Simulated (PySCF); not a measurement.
## Geometry relaxation, with input and output: CH4ClFOSi

System: CH4ClFOSi.
Method: PBE0-D3(BJ)/def2-SVP geometry optimisation, gas phase (PySCF 2.14.0).

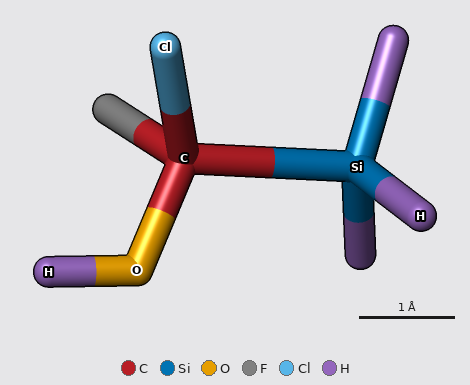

The starting structure (stick view, seen at a tilt). Bond lengths as drawn: C–Cl 1.84 Å, C–F 1.37 Å, C–O 1.33 Å, C–Si 1.91 Å, H–O 0.96 Å and H–Si 1.44 to 1.47 Å.

**Key numbers**

```json
{"quantity": "outcome", "value": "converged"}
{"quantity": "total energy", "value": "−964.370592 hartree"}
{"quantity": "dipole moment", "value": "0.88 D"}
{"quantity": "point group", "value": "C1"}
{"quantity": "hardware", "value": "1 CPU thread, shared host"}
{"quantity": "wall time", "value": "47 s"}
{"quantity": "peak memory", "value": "0.52 GiB"}
```

**Input file**
```
{"job": {"xc": "PBE0", "basis": "def2-SVP", "d3": "d3bj", "grid": 2, "kind": "geom", "shake": 0.01}, "charge": 0, "multiplicity": 1}
C     -0.258743     0.475970    -0.328544
Si     0.225659    -1.094018     0.644219
O      0.634505     1.454733    -0.196622
F     -1.472968     0.991292     0.058724
Cl    -0.510302     0.064654    -2.100116
H      0.362177    -0.662109     2.034867
H      1.503939    -1.503148     0.047547
H     -0.837535    -2.039261     0.440583
H      0.397515     2.288740    -0.609206
```

The first line tells a small driver script what to run in PySCF; the rest is the geometry in Å.

Launch command:
```bash
OMP_NUM_THREADS=1 python <driver script> task.json out
```

**Log**
```
step   0  E = -964.36570878  max force = 0.029962
step   1  E = -964.36954490  max force = 0.010241
step   2  E = -964.37021327  max force = 0.003411
step   3  E = -964.37050803  max force = 0.003019
step   4  E = -964.37056185  max force = 0.001431
step   5  E = -964.37057739  max force = 0.000268
step   6  E = -964.37058497  max force = 0.000679
step   7  E = -964.37058902  max force = 0.000836
step   8  E = -964.37059091  max force = 0.000488
step   9  E = -964.37059154  max force = 0.000145
optimisation converged
```

**Trajectory as extended XYZ (Å, eV, eV/Å), 10 frames, from step=0 to step=9**
```
9
Properties=species:S:1:pos:R:3:forces:R:3 step=0 energy=-26241.72757
C    -0.2587    0.4760   -0.3285   -1.0558   1.2529  -0.5708
Si    0.2257   -1.0940    0.6442    0.4274   0.8383  -0.3947
O     0.6345    1.4547   -0.1966    1.5407  -0.3433   0.6559
F    -1.4730    0.9913    0.0587   -0.1970  -0.5449   0.1975
Cl   -0.5103    0.0646   -2.1001    0.0878  -0.2278  -0.0051
H     0.3622   -0.6621    2.0349    0.0663  -0.0093   0.5526
H     1.5039   -1.5031    0.0476    0.3223  -0.2762  -0.0161
H    -0.8375   -2.0393    0.4406   -0.6884  -0.7596  -0.0547
H     0.3975    2.2887   -0.6092   -0.5034   0.0701  -0.3646
9
Properties=species:S:1:pos:R:3:forces:R:3 step=1 energy=-26241.83195
C    -0.3698    0.4889   -0.2827    0.0341  -0.5266   0.0917
Si    0.5428   -1.0124    0.5041   -0.1634   0.0466   0.1409
O     0.2716    1.6549   -0.1231   -0.1305   0.1851  -0.0579
F    -1.6136    0.5271    0.2869   -0.0045   0.2272  -0.0757
Cl   -0.6551    0.1023   -2.0469   -0.0116   0.1042  -0.0090
H     0.7317   -0.6939    1.9490    0.0783  -0.0039  -0.0114
H     1.8317   -1.3141   -0.1661    0.0562   0.0742  -0.0591
H    -0.4185   -2.1359    0.3686    0.0329  -0.1059  -0.0304
H    -0.2791    2.3626   -0.4978    0.1085  -0.0010   0.0110
9
Properties=species:S:1:pos:R:3:forces:R:3 step=2 energy=-26241.85014
C    -0.3824    0.4785   -0.2771   -0.1754  -0.0408   0.0066
Si    0.5295   -1.0203    0.5164   -0.0534   0.0131   0.0388
O     0.2699    1.6418   -0.1209    0.1485   0.0632   0.0627
F    -1.6319    0.5631    0.2738    0.0046   0.0092  -0.0357
Cl   -0.6591    0.1168   -2.0475   -0.0016  -0.0225  -0.0013
H     0.7411   -0.7075    1.9593    0.0254   0.0042  -0.0173
H     1.8213   -1.2750   -0.1750    0.0027   0.0517  -0.0181
H    -0.3950   -2.1778    0.3768    0.0304  -0.0171  -0.0183
H    -0.2518    2.3599   -0.5136    0.0189  -0.0609  -0.0174
9
Properties=species:S:1:pos:R:3:forces:R:3 step=3 energy=-26241.85816
C    -0.4015    0.4729   -0.2688   -0.1552   0.0361   0.0069
Si    0.5123   -1.0210    0.5246    0.0417  -0.0280  -0.0337
O     0.2832    1.6205   -0.1100    0.0700  -0.0355   0.0669
F    -1.6549    0.5897    0.2653    0.0710  -0.0002  -0.0318
Cl   -0.6643    0.1144   -2.0421   -0.0057  -0.0250   0.0149
H     0.7419   -0.7138    1.9649   -0.0122   0.0015   0.0017
H     1.8040   -1.2190   -0.1881   -0.0100   0.0097   0.0130
H    -0.3729   -2.2086    0.3750    0.0136   0.0177  -0.0003
H    -0.2061    2.3444   -0.5287   -0.0132   0.0237  -0.0375
9
Properties=species:S:1:pos:R:3:forces:R:3 step=4 energy=-26241.85963
C    -0.4111    0.4717   -0.2647   -0.0736   0.0193   0.0184
Si    0.5074   -1.0215    0.5251    0.0361  -0.0061  -0.0270
O     0.2892    1.6110   -0.1045    0.0134  -0.0098   0.0119
F    -1.6625    0.6024    0.2653    0.0461  -0.0027  -0.0095
Cl   -0.6728    0.1100   -2.0370   -0.0035  -0.0066   0.0032
H     0.7358   -0.7173    1.9661   -0.0157  -0.0036   0.0064
H     1.8005   -1.1978   -0.1895   -0.0013  -0.0019   0.0100
H    -0.3626   -2.2181    0.3692   -0.0022   0.0043   0.0014
H    -0.1822    2.3391   -0.5379    0.0008   0.0070  -0.0147
9
Properties=species:S:1:pos:R:3:forces:R:3 step=5 energy=-26241.86005
C    -0.4150    0.4723   -0.2620   -0.0060  -0.0029   0.0118
Si    0.5067   -1.0218    0.5241    0.0101   0.0050  -0.0088
O     0.2925    1.6079   -0.1043   -0.0075   0.0079  -0.0105
F    -1.6631    0.6086    0.2700    0.0138   0.0000   0.0059
Cl   -0.6810    0.1086   -2.0331   -0.0045   0.0011  -0.0043
H     0.7283   -0.7215    1.9671   -0.0101  -0.0049   0.0041
H     1.8025   -1.1909   -0.1867    0.0018  -0.0013   0.0042
H    -0.3589   -2.2206    0.3628   -0.0039  -0.0021  -0.0007
H    -0.1704    2.3369   -0.5458    0.0062  -0.0028  -0.0015
9
Properties=species:S:1:pos:R:3:forces:R:3 step=6 energy=-26241.86025
C    -0.4160    0.4734   -0.2598    0.0349  -0.0079  -0.0011
Si    0.5067   -1.0222    0.5231   -0.0104   0.0058   0.0060
O     0.2960    1.6073   -0.1070   -0.0114   0.0080  -0.0168
F    -1.6603    0.6133    0.2772   -0.0122   0.0021   0.0135
Cl   -0.6899    0.1082   -2.0296   -0.0044   0.0035  -0.0036
H     0.7197   -0.7272    1.9687   -0.0031  -0.0035   0.0006
H     1.8056   -1.1880   -0.1821    0.0030   0.0008   0.0001
H    -0.3576   -2.2212    0.3556   -0.0012  -0.0032  -0.0032
H    -0.1625    2.3358   -0.5540    0.0049  -0.0056   0.0044
9
Properties=species:S:1:pos:R:3:forces:R:3 step=7 energy=-26241.86036
C    -0.4150    0.4747   -0.2582    0.0430  -0.0034  -0.0122
Si    0.5060   -1.0228    0.5227   -0.0174   0.0015   0.0118
O     0.3004    1.6074   -0.1115   -0.0071  -0.0001  -0.0119
F    -1.6559    0.6181    0.2851   -0.0221   0.0035   0.0134
Cl   -0.6987    0.1081   -2.0265   -0.0032   0.0021   0.0006
H     0.7111   -0.7333    1.9707    0.0019  -0.0007  -0.0015
H     1.8082   -1.1867   -0.1769    0.0023   0.0017  -0.0012
H    -0.3581   -2.2211    0.3484    0.0015  -0.0017  -0.0042
H    -0.1564    2.3351   -0.5616    0.0012  -0.0029   0.0052
9
Properties=species:S:1:pos:R:3:forces:R:3 step=8 energy=-26241.86041
C    -0.4130    0.4759   -0.2576    0.0251   0.0023  -0.0138
Si    0.5046   -1.0235    0.5230   -0.0120  -0.0023   0.0089
O     0.3052    1.6073   -0.1166    0.0000  -0.0065  -0.0044
F    -1.6514    0.6230    0.2914   -0.0162   0.0033   0.0071
Cl   -0.7059    0.1078   -2.0242   -0.0013  -0.0001   0.0041
H     0.7044   -0.7381    1.9726    0.0033   0.0013  -0.0017
H     1.8093   -1.1867   -0.1724    0.0008   0.0011  -0.0007
H    -0.3597   -2.2209    0.3426    0.0020   0.0001  -0.0031
H    -0.1517    2.3347   -0.5668   -0.0017   0.0007   0.0035
9
Properties=species:S:1:pos:R:3:forces:R:3 step=9 energy=-26241.86043
C    -0.4113    0.4766   -0.2580    0.0020   0.0025  -0.0075
Si    0.5029   -1.0242    0.5236   -0.0029  -0.0027   0.0030
O     0.3091    1.6067   -0.1201    0.0050  -0.0058   0.0004
F    -1.6486    0.6271    0.2942   -0.0042   0.0021   0.0005
Cl   -0.7098    0.1070   -2.0231    0.0002  -0.0011   0.0038
H     0.7008   -0.7400    1.9736    0.0019   0.0016  -0.0009
H     1.8089   -1.1876   -0.1697   -0.0004  -0.0001   0.0002
H    -0.3617   -2.2208    0.3400    0.0008   0.0009  -0.0009
H    -0.1486    2.3347   -0.5684   -0.0024   0.0026   0.0014
```

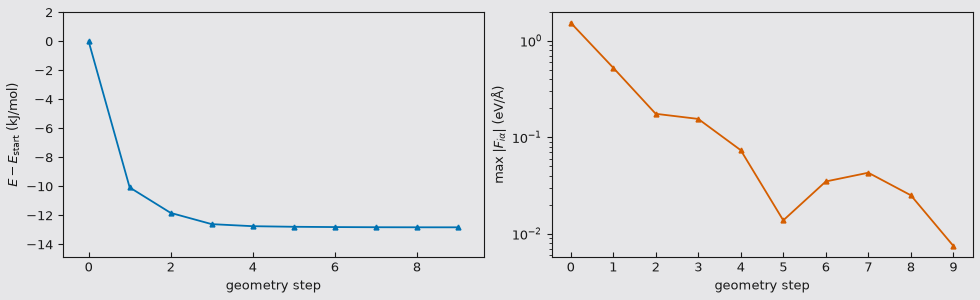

Progress of the relaxation, step by step (steps are counted from 0).

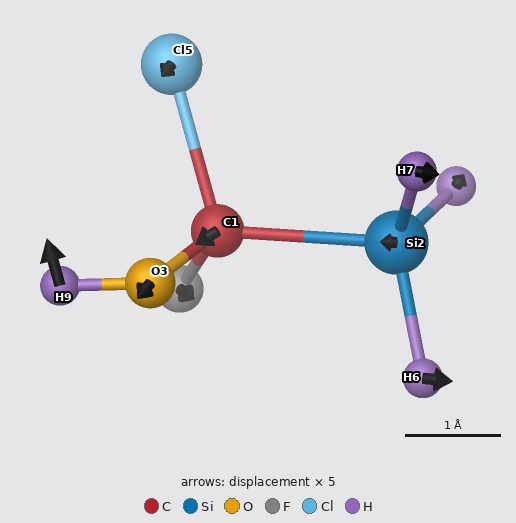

The starting structure with the displacements as black arrows, magnified 5 times (ball-and-stick view, seen at a tilt). The two geometries are laid on each other by the best rigid fit. The largest move after the best rigid fit is that of H9, 0.10 Å. By element the largest moves are H 0.10 Å, C 0.06 Å, O 0.05 Å, F 0.05 Å, Cl 0.04 Å, Si 0.04 Å. Among the contacts that change: Si2–H8 1.437 → 1.488 Å, Si2–H6 1.463 → 1.491 Å, Si2–H7 1.469 → 1.488 Å, C1–O3 1.332 → 1.347 Å. Among the angles that change: C1–O3–H9 115.5° → 109.3°, C1–Si2–H7 104.1° → 108.3°, O3–C1–F4 106.8° → 110.6°. Over 9 geometry steps the energy falls by 12.8 kJ/mol. The largest force component goes from 1.5 to 0.0075 eV/Å. (Atoms are counted from 1 in the order of the input.)
